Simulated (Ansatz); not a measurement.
# BH2+ (triplet): one geometry, many settings

Aim: run BH2+ (triplet) at one geometry under a spread of methods and options, and see what each costs and gives.

Method: the settings change from run to run; program: Ansatz 0.2.0, Gaussian basis.

35 further runs of the same task are left out: 17 that didn't finish, 18 set aside as unsound or not needed.

## Step 1: What is computed

The geometry is a PBE0/def2-TZVP stationary point (not a proven minimum) of the parent state, kept for this charge and spin.

3 atoms, charge 1, spin multiplicity 3.

Atoms are counted from 1 here; the program's logs count them from 0.

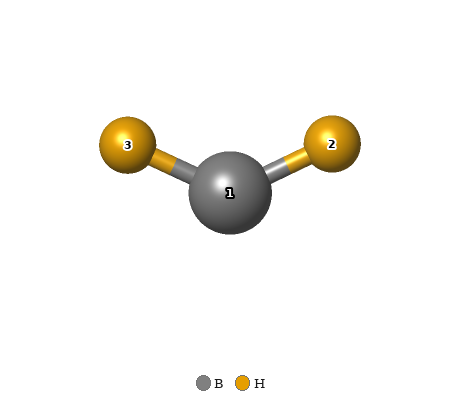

The geometry (boron grey, hydrogen amber); atoms are numbered from 1 in the order of the file.

Geometry (Å):

```xyz
3
BH2
B     0.0000   -0.0800    0.0000
H     0.0000    0.4291   -1.0770
H     0.0000    0.4291    1.0770
```

## Step 2: CASSCF(4,4)/def2-SVPD

Input file in.yaml:

```yaml
crystal:
  periodic: [false, false, false]
  atoms:
    - {symbol: B, position_ang: [0.000000, -0.080006, 0.000000]}
    - {symbol: H, position_ang: [0.000000, 0.429067, -1.077008]}
    - {symbol: H, position_ang: [0.000000, 0.429067, 1.077008]}
basis:
  gaussian: {orbitals: def2-SVPD}
total_charge: 1
magnetization: {spin_polarized: false, initial_magnetization: 2}
hamiltonian: {pseudopotentials: {relativity: scalar}}
correlation: {active_space: {window: {electrons: 4, orbitals: 4}}}
scf: {lower_state_search: off}
```

On the command line:

```
$ ansatz run in.yaml --threads 1 --pin off --events-out ev --progress --plain --max-ram 2393MiB
```

Output:

```text
Functional definition: HF
  name "HF"
  cite "Fock, Z. Phys. 61, 126 (1930) doi:10.1007/BF01340294"
  parent pbe
  exchange = exact_x
  correlation = 0
these checks for a lower state are left out or cut short: stability, starts, cluster_reference, orbital_swaps, neighbouring_geometries, increment
359 factors; integrals over basis functions are off by at most 1.2e-3 eV
mean field evaluation 1: about -686.7562 eV, gradient 7.4e0 eV
mean field evaluation 2: about -686.7562 eV, gradient 7.4e0 eV
mean field evaluation 4: about -687.2811 eV, gradient 5.1e-1 eV
mean field evaluation 8: about -687.2863 eV, gradient 5.4e-4 eV
mean field -687.28633627 eV, -25.2573069985 hartree, gradient 1.7e-6 eV, S^2 2.000000; 0 other end points of the search recorded, 0 dependent functions left out
reference -687.28633627 eV, -25.2573069985 hartree; 4, 2 occupied and 32, 34 virtual orbitals, 359 factors
state -687.91244824 eV, -25.2803161891 hartree
Total energy: -687.91244824 eV, -25.2803161891 hartree
Relativity: scalar
Checks for a lower state left out: stability, starts, cluster_reference, orbital_swaps, neighbouring_geometries, increment
```

It took 0.15 s on 1 thread of Arm Neoverse V2, shared host.

From the report: 36 determinants; active occupations 1.97, 1.00, 1.00, 0.03.

## Step 3: BCCD on ROHF/aug-cc-pVDZ

Input file in.yaml:

```yaml
crystal:
  periodic: [false, false, false]
  atoms:
    - {symbol: B, position_ang: [0.000000, -0.080006, 0.000000]}
    - {symbol: H, position_ang: [0.000000, 0.429067, -1.077008]}
    - {symbol: H, position_ang: [0.000000, 0.429067, 1.077008]}
basis:
  gaussian: {orbitals: aug-cc-pVDZ}
total_charge: 1
magnetization: {spin_polarized: false, initial_magnetization: 2}
correlation: {method: bccd, electrons: outside_noble_gas, diis_vectors: 1}
```

The command is unchanged.

Output, shortened:

```text
Functional definition: HF
  name "HF"
  cite "Fock, Z. Phys. 61, 126 (1930) doi:10.1007/BF01340294"
  parent pbe
[...]
396 factors; integrals over basis functions are off by at most 8.0e-4 eV
[...]
mean field -687.77941198 eV, -25.2754271966 hartree, gradient 2.5e-6 eV, S^2 2.000000; 5 other end points of the search recorded, 0 dependent functions left out
determinant -687.77941198 eV, -25.2754271966 hartree, with singles and doubles -689.71081339 eV, -25.3464048894 hartree
determinant -686.43486631 eV, -25.2260160547 hartree, with singles and doubles -688.45105357 eV, -25.3001095699 hartree
1 core orbitals not correlated: weight in the atoms' cores, before any rotation towards them, 1.000 or more for the frozen orbitals, at most 0.000 for the correlated occupied ones
reference -687.77941198 eV, -25.2754271966 hartree; 3, 1 occupied and 37, 39 virtual orbitals, 396 factors
second order -1.33798650 eV of doubles, -0.11119760 eV of singles
cycle   1  -1.77939146 eV  change   -3.3e-1 eV  update   4.7e-2
[...]
cycle  13  -1.93339618 eV  change   -1.9e-6 eV  update   2.7e-6
WARN: these amplitudes may be one of several solutions (largest doubles amplitude 0.06, level shift 0.10 eV)
Total energy: -689.71280816 eV, -25.3464781956 hartree
```

Run time: 0.84 s. Hardware: 1 thread of Arm Neoverse V2, shared host.

From the report: correlation -1.9334 eV; largest double amplitude 0.06. The report flags that the cluster equations may have other roots.

## Step 4: CCSDT(Q)/B on UHF/cc-pVDZ

Input file in.yaml:

```yaml
crystal:
  periodic: [false, false, false]
  atoms:
    - {symbol: B, position_ang: [0.000000, -0.080006, 0.000000]}
    - {symbol: H, position_ang: [0.000000, 0.429067, -1.077008]}
    - {symbol: H, position_ang: [0.000000, 0.429067, 1.077008]}
basis:
  gaussian: {orbitals: cc-pVDZ}
total_charge: 1
magnetization: {spin_polarized: true, initial_magnetization: 2}
hamiltonian: {pseudopotentials: {relativity: scalar}}
correlation: {method: ccsdt_q_b, electrons: outside_noble_gas}
```

The command is unchanged.

Output, shortened:

```text
Functional definition: HF
  name "HF"
  cite "Fock, Z. Phys. 61, 126 (1930) doi:10.1007/BF01340294"
  parent pbe
[...]
415 factors; integrals over basis functions are off by at most 1.4e-7 eV
[...]
mean field -688.12816418 eV, -25.2882436035 hartree, gradient 7.0e-7 eV, S^2 2.021367; 5 other end points of the search recorded, 0 dependent functions left out
determinant -688.12816418 eV, -25.2882436035 hartree, with singles and doubles -689.83858698 eV, -25.3511004820 hartree
determinant -686.69993665 eV, -25.2357572100 hartree, with singles and doubles -688.56502704 eV, -25.3042980175 hartree
1 core orbitals not correlated: weight in the atoms' cores, before any rotation towards them, 1.000 or more for the frozen orbitals, at most 0.000 for the correlated occupied ones
reference -688.12816418 eV, -25.2882436035 hartree; 3, 1 occupied and 20, 22 virtual orbitals, 415 factors
second order -1.19111070 eV of doubles, -0.00000000 eV of singles
cycle   1  -1.50596365 eV  change   -3.1e-1 eV  update   5.1e-2
[...]
cycle  12  -1.73708198 eV  change    4.9e-7 eV  update   2.8e-7
perturbative correction -0.00030975 eV, -0.0000113830 hartree
Total energy: -689.86555590 eV, -25.3520915718 hartree
Relativity: scalar
```

Wall time 1.2 s (1 thread of Arm Neoverse V2, shared host).

From the report: ⟨S²⟩ of the determinant 2.021 (pure triplet: 2.00); correlation -1.7374 eV; T1 0.017; largest double amplitude 0.09.

## Step 5: CCSD(T) on ROHF/aug-cc-pVDZ

Input file in.yaml:

```yaml
crystal:
  periodic: [false, false, false]
  atoms:
    - {symbol: B, position_ang: [0.000000, -0.080006, 0.000000]}
    - {symbol: H, position_ang: [0.000000, 0.429067, -1.077008]}
    - {symbol: H, position_ang: [0.000000, 0.429067, 1.077008]}
basis:
  gaussian: {orbitals: aug-cc-pVDZ}
total_charge: 1
magnetization: {spin_polarized: false, initial_magnetization: 2}
correlation: {method: ccsd_t, electrons: valence}
output: {forces: true}
```

Same command.

Output, shortened:

```text
Functional definition: HF
  name "HF"
  cite "Fock, Z. Phys. 61, 126 (1930) doi:10.1007/BF01340294"
  parent pbe
[...]
396 factors; integrals over basis functions are off by at most 8.0e-4 eV
[...]
mean field -687.77941198 eV, -25.2754271966 hartree, gradient 2.5e-6 eV, S^2 2.000000; 5 other end points of the search recorded, 0 dependent functions left out
determinant -687.77941198 eV, -25.2754271966 hartree, with singles and doubles -689.71081339 eV, -25.3464048894 hartree
determinant -686.43486631 eV, -25.2260160547 hartree, with singles and doubles -688.45105357 eV, -25.3001095699 hartree
1 core orbitals not correlated: weight in the atoms' cores, before any rotation towards them, 1.000 or more for the frozen orbitals, at most 0.000 for the correlated occupied ones
reference -687.77941198 eV, -25.2754271966 hartree; 3, 1 occupied and 37, 39 virtual orbitals, 396 factors
second order -1.33798650 eV of doubles, -0.11119760 eV of singles
cycle   1  -1.77145266 eV  change   -3.2e-1 eV  update   4.6e-2
[...]
cycle  13  -1.93153727 eV  change   -7.0e-8 eV  update   3.9e-8
perturbative correction -0.03301212 eV, -0.0012131729 hartree
WARN: these amplitudes may be one of several solutions (largest doubles amplitude 0.06, level shift 0.10 eV)
[...]
Total energy: -689.74396137 eV, -25.3476230551 hartree
Atom 0 at     0.000000    -0.080006     0.000000 Å, force     0.000000    -5.145542     0.000000 eV/Å
Atom 1 at     0.000000     0.429067    -1.077008 Å, force     0.000000     2.572771    -2.046034 eV/Å
Atom 2 at     0.000000     0.429067     1.077008 Å, force    -0.000000     2.572771     2.046034 eV/Å
Dipole moment:    -0.000000     0.187111     0.000000 e Å
```

Run time: 1.3 s. Hardware: 1 thread of Arm Neoverse V2, shared host.

From the report: correlation -1.9645 eV; T1 0.025; largest double amplitude 0.06. The report flags that the cluster equations may have other roots.

## Step 6: HF/cc-pVDZ

Input file in.yaml:

```yaml
crystal:
  periodic: [false, false, false]
  atoms:
    - {symbol: B, position_ang: [0.000000, -0.080006, 0.000000]}
    - {symbol: H, position_ang: [0.000000, 0.429067, -1.077008]}
    - {symbol: H, position_ang: [0.000000, 0.429067, 1.077008]}
basis:
  gaussian: {orbitals: cc-pVDZ}
total_charge: 1
magnetization: {spin_polarized: true, initial_magnetization: 2}
hamiltonian: {xc: hf}
output: {orbitals: {seedname: orbitals}}
```

Launched as before.

Output:

```text
Functional definition: HF
  name "HF"
  cite "Fock, Z. Phys. 61, 126 (1930) doi:10.1007/BF01340294"
  parent pbe
  exchange = exact_x
  correlation = 0
219 factors; integrals over basis functions are off by at most 1.2e-3 eV
mean field evaluation 1: about -687.3189 eV, gradient 7.2e0 eV
mean field evaluation 2: about -687.3193 eV, gradient 7.2e0 eV
mean field evaluation 4: about -687.9435 eV, gradient 6.8e-1 eV
mean field evaluation 8: about -687.9531 eV, gradient 3.1e-5 eV
mean field evaluation 16: about -687.9255 eV, gradient 5.2e-1 eV
mean field evaluation 32: about -687.8999 eV, gradient 7.0e-1 eV
mean field -687.95311205 eV, -25.2818105565 hartree, gradient 3.9e-5 eV, S^2 2.021364; 0 other end points of the search recorded, 0 dependent functions left out
reference -687.95311205 eV, -25.2818105565 hartree; 4, 2 occupied and 20, 22 virtual orbitals, 219 factors
Total energy: -687.95311205 eV, -25.2818105565 hartree
```

Run time: 0.09 s. Hardware: 1 thread of Arm Neoverse V2, shared host.

From the report: ⟨S²⟩ of the determinant 2.021 (pure triplet: 2.00).

## Step 7: NEVPT2(2,8)/aug-cc-pVDZ

Input file in.yaml:

```yaml
crystal:
  periodic: [false, false, false]
  atoms:
    - {symbol: B, position_ang: [0.000000, -0.080006, 0.000000]}
    - {symbol: H, position_ang: [0.000000, 0.429067, -1.077008]}
    - {symbol: H, position_ang: [0.000000, 0.429067, 1.077008]}
basis:
  gaussian: {orbitals: aug-cc-pVDZ}
total_charge: 1
magnetization: {spin_polarized: false, initial_magnetization: 2}
hamiltonian: {pseudopotentials: {relativity: none}}
correlation: {method: sc_nevpt2, electrons: outside_noble_gas, active_space: {window: {electrons: 2, orbitals: 8}, states: [{multiplicity: 3, weights: [1, 1, 1]}], root: 1}}
scf: {lower_state_search: full}
output: {forces: true}
```

The command is unchanged.

Output, shortened:

```text
Functional definition: HF
  name "HF"
  cite "Fock, Z. Phys. 61, 126 (1930) doi:10.1007/BF01340294"
  parent pbe
[...]
659 factors; integrals over basis functions are off by at most 1.1e-7 eV
[...]
mean field -687.77941393 eV, -25.2754272684 hartree, gradient 2.5e-6 eV, S^2 2.000000; 8 other end points of the search recorded, 0 dependent functions left out
reference -687.77941393 eV, -25.2754272684 hartree; 4, 2 occupied and 37, 39 virtual orbitals, 659 factors
state -687.86306918 eV, -25.2785015421 hartree
state -686.46554680 eV, -25.2271435419 hartree
state -678.83620284 eV, -24.9467703226 hartree
state -687.86306918 eV, -25.2785015421 hartree; corrected -689.29875431 eV, -25.3312619973 hartree
state -686.46554680 eV, -25.2271435419 hartree; corrected -687.99616388 eV, -25.2833926819 hartree
state -678.83620284 eV, -24.9467703226 hartree; corrected -680.69145997 eV, -25.0149497645 hartree
[...]
Total energy: -687.99616388 eV, -25.2833926819 hartree
Atom 0 at     0.000000    -0.080006     0.000000 Å, force    -0.000000    -1.691730     0.000000 eV/Å
Atom 1 at     0.000000     0.429067    -1.077008 Å, force     0.000000     0.845865    -2.272653 eV/Å
Atom 2 at     0.000000     0.429067     1.077008 Å, force     0.000000     0.845865     2.272653 eV/Å
Dipole moment:     0.000000    -0.076887    -0.000000 e Å
```

It took 1.2 s on 1 thread of Arm Neoverse V2, shared host.

From the report: 16 determinants; active occupations (of the averaged states) 0.66, 0.66, 0.66, 0.00, 0.00, 0.00, 0.00, 0.00.

## Step 8: CCSD(T) on ROHF/x2c-TZVPPall

Input file in.yaml:

```yaml
crystal:
  periodic: [false, false, false]
  atoms:
    - {symbol: B, position_ang: [0.000000, -0.080006, 0.000000]}
    - {symbol: H, position_ang: [0.000000, 0.429067, -1.077008]}
    - {symbol: H, position_ang: [0.000000, 0.429067, 1.077008]}
basis:
  gaussian: {orbitals: x2c-TZVPPall}
total_charge: 1
magnetization: {spin_polarized: false, initial_magnetization: 2}
correlation: {method: ccsd_t, electrons: outside_noble_gas}
```

Same command.

Output, shortened:

```text
Functional definition: HF
  name "HF"
  cite "Fock, Z. Phys. 61, 126 (1930) doi:10.1007/BF01340294"
  parent pbe
[...]
338 factors; integrals over basis functions are off by at most 1.1e-3 eV
[...]
mean field -688.12984003 eV, -25.2883051899 hartree, gradient 3.3e-6 eV, S^2 2.000000; 8 other end points of the search recorded, 0 dependent functions left out
[...]
determinant -688.12984003 eV, -25.2883051899 hartree, with singles and doubles -690.28476927 eV, -25.3674973790 hartree
determinant -688.12979490 eV, -25.2883035315 hartree, with singles and doubles -690.28508709 eV, -25.3675090586 hartree
determinant -686.79499624 eV, -25.2392505853 hartree, with singles and doubles -689.06197860 eV, -25.3225606507 hartree
determinant -688.12984003 eV, -25.2883051899 hartree, with singles and doubles -690.28489422 eV, -25.3675019707 hartree
determinant -688.12979490 eV, -25.2883035315 hartree, with singles and doubles -690.28516296 eV, -25.3675118467 hartree
[...]
1 core orbitals not correlated: weight in the atoms' cores, before any rotation towards them, 1.000 or more for the frozen orbitals, at most 0.000 for the correlated occupied ones
reference -688.12979490 eV, -25.2883035315 hartree; 3, 1 occupied and 55, 57 virtual orbitals, 338 factors
second order -1.59338710 eV of doubles, -0.11529708 eV of singles
cycle   1  -2.00170986 eV  change   -3.0e-1 eV  update   4.5e-2
[...]
cycle  10  -2.15536961 eV  change   -1.6e-6 eV  update   2.2e-6
perturbative correction -0.04639697 eV, -0.0017050572 hartree
WARN: these amplitudes may be one of several solutions (largest doubles amplitude 0.07, level shift 0.17 eV)
Total energy: -690.33156148 eV, -25.3692169610 hartree
Relativity: scalar
```

It took 2.2 s on 1 thread of Arm Neoverse V2, shared host.

From the report: correlation -2.2018 eV; T1 0.025; largest double amplitude 0.07. The report flags that the cluster equations may have other roots.

## Step 9: CCSDT(Q) on UHF/6-31G*

Input file in.yaml:

```yaml
crystal:
  periodic: [false, false, false]
  atoms:
    - {symbol: B, position_ang: [0.000000, -0.080006, 0.000000]}
    - {symbol: H, position_ang: [0.000000, 0.429067, -1.077008]}
    - {symbol: H, position_ang: [0.000000, 0.429067, 1.077008]}
basis:
  gaussian: {orbitals: "6-31G*"}
total_charge: 1
magnetization: {spin_polarized: true, initial_magnetization: 2}
correlation: {method: ccsdt_q, electrons: outside_noble_gas, diis_vectors: 2}
scf: {lower_state_search: light}
```

Same command.

Output, shortened:

```text
Functional definition: HF
  name "HF"
  cite "Fock, Z. Phys. 61, 126 (1930) doi:10.1007/BF01340294"
  parent pbe
[...]
328 factors; integrals over basis functions are off by at most 2.6e-7 eV
[...]
mean field -687.84461519 eV, -25.2778233705 hartree, gradient 2.3e-6 eV, S^2 2.020414; 5 other end points of the search recorded, 0 dependent functions left out
determinant -687.84461519 eV, -25.2778233705 hartree, with singles and doubles -689.39997397 eV, -25.3349817515 hartree
determinant -686.37337220 eV, -25.2237561877 hartree, with singles and doubles -688.08405146 eV, -25.2866224912 hartree
1 core orbitals not correlated: weight in the atoms' cores, before any rotation towards them, 1.000 or more for the frozen orbitals, at most 0.000 for the correlated occupied ones
reference -687.84461519 eV, -25.2778233705 hartree; 3, 1 occupied and 15, 17 virtual orbitals, 328 factors
second order -1.09592835 eV of doubles, -0.00000000 eV of singles
cycle   1  -1.38480945 eV  change   -2.9e-1 eV  update   4.8e-2
[...]
cycle  15  -1.59285989 eV  change   -2.3e-7 eV  update   1.6e-7
perturbative correction -0.00017437 eV, -0.0000064078 hartree
Total energy: -689.43764945 eV, -25.3363662998 hartree
```

Run time: 0.81 s. Hardware: 1 thread of Arm Neoverse V2, shared host.

From the report: ⟨S²⟩ of the determinant 2.020 (pure triplet: 2.00); correlation -1.5930 eV; T1 0.016; largest double amplitude 0.09.

## Step 10: BCCD(T)/cc-pVTZ-DK

Input file in.yaml:

```yaml
crystal:
  periodic: [false, false, false]
  atoms:
    - {symbol: B, position_ang: [0.000000, -0.080006, 0.000000]}
    - {symbol: H, position_ang: [0.000000, 0.429067, -1.077008]}
    - {symbol: H, position_ang: [0.000000, 0.429067, 1.077008]}
basis:
  gaussian: {orbitals: cc-pVTZ-DK, point_charges: [{charge: -0.50, position_ang: [3.447, -0.072, -0.925]}]}
total_charge: 1
magnetization: {spin_polarized: false, initial_magnetization: 2}
hamiltonian: {xc: {name: B3LYP}}
correlation: {method: bccd_t, electrons: all}
output: {forces: true}
```

The command is unchanged.

Output, shortened:

```text
Functional definition: B3LYP
  name "B3LYP"
  cite "Stephens, Devlin, Chabalowski & Frisch, J. Phys. Chem. 98, 11623 (1994) doi:10.1021/j100096a001"
  cite "Becke, Phys. Rev. A 38, 3098 (1988) doi:10.1103/PhysRevA.38.3098"
  cite "Lee, Yang & Parr, Phys. Rev. B 37, 785 (1988) doi:10.1103/PhysRevB.37.785"
  cite "Vosko, Wilk & Nusair, Can. J. Phys. 58, 1200 (1980) doi:10.1139/p80-159"
[...]
325 factors; integrals over basis functions are off by at most 9.3e-4 eV
[...]
mean field -694.53704037 eV, -25.5237654596 hartree, gradient 1.2e-7 eV, S^2 2.000000; 2 other end points of the search recorded, 0 dependent functions left out
[...]
reference -690.04101961 eV, -25.3585397440 hartree; 4, 2 occupied and 54, 56 virtual orbitals, 325 factors
second order -1.93558154 eV of doubles, -0.19457758 eV of singles
cycle   1  -2.41637027 eV  change   -3.0e-1 eV  update   4.3e-2
[...]
cycle  16  -2.55622339 eV  change    2.7e-7 eV  update   3.2e-7
perturbative correction -0.04770753 eV, -0.0017532194 hartree
WARN: these amplitudes may be one of several solutions (largest doubles amplitude 0.07, level shift 0.35 eV)
[...]
Total energy: -692.64495052 eV, -25.4542324401 hartree
Relativity: scalar
Atom 0 at     0.000000    -0.080006     0.000000 Å, force     0.266822    -4.726203     0.150175 eV/Å
Atom 1 at     0.000000     0.429067    -1.077008 Å, force     0.175165     2.390363    -1.709180 eV/Å
Atom 2 at     0.000000     0.429067     1.077008 Å, force     0.118812     2.293726     1.426122 eV/Å
Dipole moment:     0.065456     0.186627    -0.033262 e Å
```

It took 4.4 s on 1 thread of Arm Neoverse V2, shared host; peak memory 0.28 GiB.

From the report: correlation -2.6039 eV; largest double amplitude 0.07. The report flags that the cluster equations may have other roots.

## Step 11: The runs in one table

Where basis and cores are those of an earlier FCI/aug-cc-pVDZ run (-689.7553 eV), and the state is the same kind, the miss against it is given. † marks a result that the program doubts.

| level | correlated | functions | energy (eV) | from FCI (meV) | time |
| --- | --- | --- | --- | --- | --- |
| CASSCF(4,4)/def2-SVPD (relativity set) |  | 36 | -687.9124 |  | 0.15 s |
| BCCD on ROHF/aug-cc-pVDZ † | outside noble gas | 41 | -689.7128 | 42.5 | 0.84 s |
| CCSDT(Q)/B on UHF/cc-pVDZ (relativity set) | outside noble gas | 24 | -689.8656 |  | 1.2 s |
| CCSD(T) on ROHF/aug-cc-pVDZ † | valence | 41 | -689.7440 | 11.3 | 1.3 s |
| HF/cc-pVDZ |  | 24 | -687.9531 |  | 0.09 s |
| NEVPT2(2,8)/aug-cc-pVDZ (excited root 1 of an average) | outside noble gas | 41 | -687.9962 |  | 1.2 s |
| CCSD(T) on ROHF/x2c-TZVPPall † | outside noble gas | 59 | -690.3316 |  | 2.2 s |
| CCSDT(Q) on UHF/6-31G* | outside noble gas | 19 | -689.4376 |  | 0.81 s |
| BCCD(T)/cc-pVTZ-DK (beside a point charge, on B3LYP orbitals) † | all | 58 | -692.6450 |  | 4.4 s |

## Step 12: Outcome

```
quantity                                                                   value
    runs                                                                       9
quickest                                                      HF/cc-pVDZ, 0.09 s
 slowest  BCCD(T)/cc-pVTZ-DK (beside a point charge, on B3LYP orbitals) †, 4.4 s
```

In words: Total energies in different bases, with other cores or another treatment of relativity can't be set against each other. BCCD(T)/cc-pVTZ-DK (beside a point charge, on B3LYP orbitals) † took 49 times as long as HF/cc-pVDZ; the jobs differ in more than the method. Among the correlated runs with a miss given, it spans +11 to +43 meV.
